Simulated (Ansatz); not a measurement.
# C₄H₁₁ClSi (SMILES CC[Si](C)(C)Cl): what the fields show

```xyz
17

C    -2.6244    0.9287   -1.0989
C    -1.3279    1.3555   -1.8093
C     0.5079   -0.6022   -0.1923
C     1.5374    0.7031   -2.8226
Cl   -0.7172   -1.5878   -2.9982
Si    0.0350    0.0490   -1.8949
H    -3.0824    0.0656   -1.5939
H    -3.3615    1.7404   -1.0971
H    -2.4397    0.6519   -0.0544
H    -0.8984    2.2367   -1.3080
H    -1.5516    1.6777   -2.8355
H     1.2811   -1.3746   -0.2677
H    -0.3536   -1.0396    0.3237
H     0.9014    0.2085    0.4344
H     1.2674    1.0385   -3.8299
H     1.9782    1.5555   -2.2897
H     2.3093   -0.0681   -2.9204
```

Geometry: B3LYP/6-31G*.

All numbers below come from isolated molecule in a Gaussian basis; Kohn-Sham density functional theory, functional PBE0 in Ansatz.

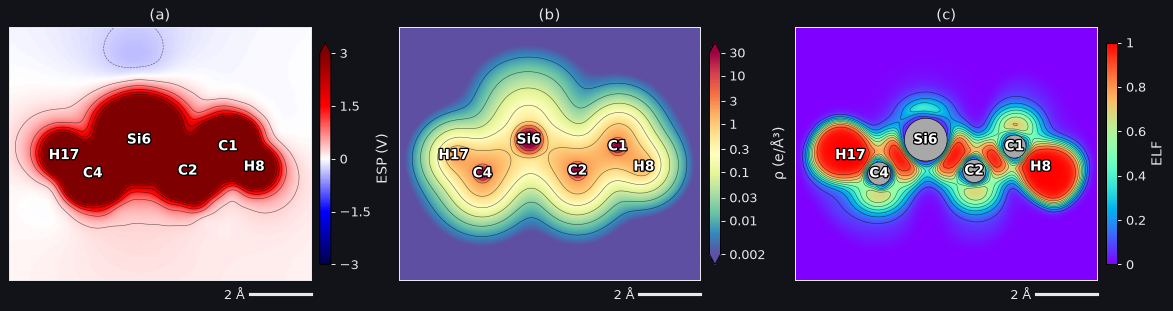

Figure 1. (a) molecular electrostatic potential; (b) electron density; (c) ELF on the plane of atoms Si6, C4 and H17. Grey discs cover the atomic cores in the ELF map.

> Read the bonding off the picture.

- Atoms in the plane: C, Si and H.
- C–C (1.54 Å): ρ is about 1.6 e/Å³ halfway; the ELF peaks at about 0.95 between the atoms, as expected for a shared electron pair.
- C–Si (1.88 Å): ρ at the midpoint is about 0.96 e/Å³; the ELF peaks at about 0.95 between the atoms: a covalent bond.
- C–H (1.10 Å): ρ at the midpoint is about 1.9 e/Å³; the ELF climbs to about 1 towards the hydrogen, as it does in any bond to H: an ordinary covalent bond to hydrogen.
- Outside the dense part of the molecule the potential is most negative (−0.4 V) near C3, which lies off the plane.

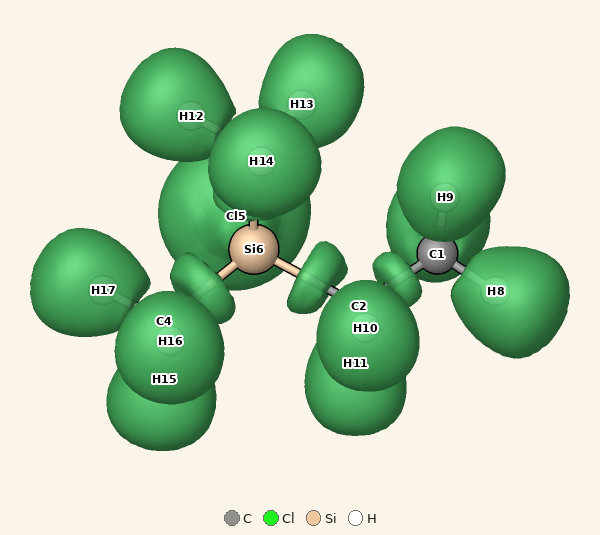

Figure 2. Isosurface of the ELF at 0.8 (green), seen at a tilt. Only the valence region is drawn (cores and ρ < 0.01 e/Å³ removed).

> What do the ELF domains correspond to?

At this value the surface marks out one region between bonded C–C atoms (shared pairs), three regions between bonded C–Si atoms (shared pairs), eleven regions around hydrogen nuclei and one region on Cl in which the atom's valence shell and bonds are merged.

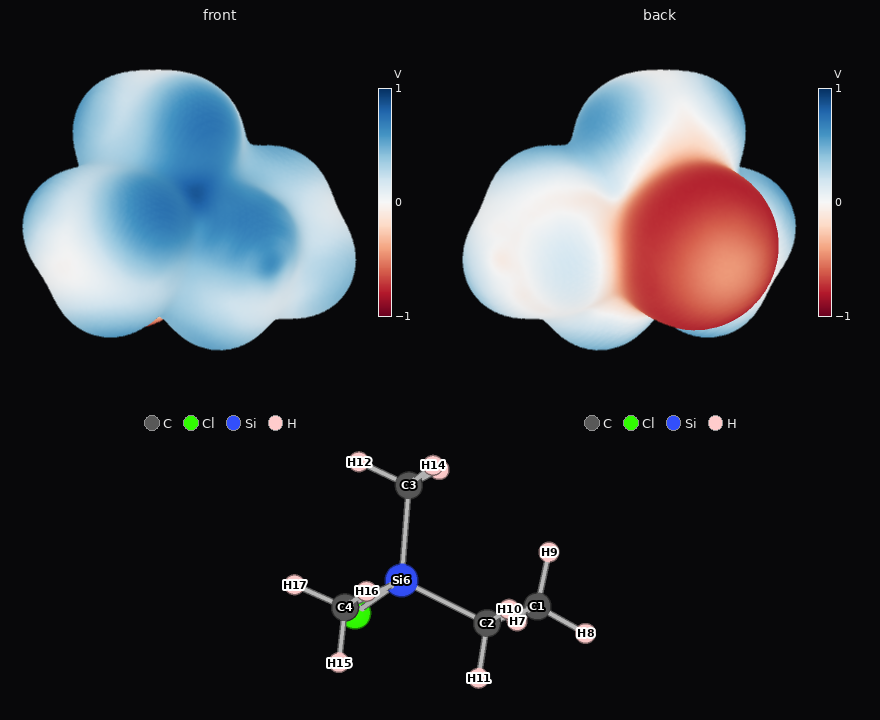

Figure 3. The molecular electrostatic potential painted on the density surface at 0.001 e/bohr³, seen from the front and from behind; red is negative and blue positive. The bare structure is drawn below in the same view.

> Where is the surface potential most negative and most positive?

The most negative region (about −0.8 V, or −18 kcal/mol for a unit charge) lies over Cl5, the most positive (about +0.8 V, or +18 kcal/mol for a unit charge) over Si6.

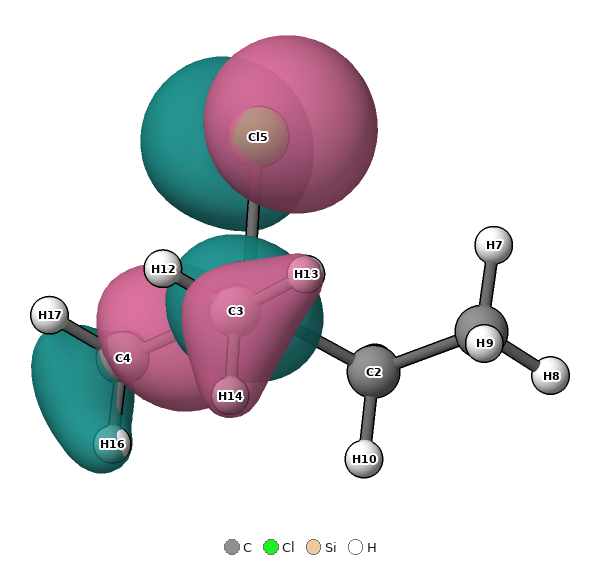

Figure 4. The HOMO−1 at ±0.1 Å⁻³ᐟ² (teal and pink are the two phases), seen from one side.

> Describe this orbital and give its energy.

By Hirshfeld shares it lies mainly on Cl5 (about 50 %), C4 (about 15 %), C3 (about 10 %) and Si6 (about 10 %). Its energy is −8.37 eV.
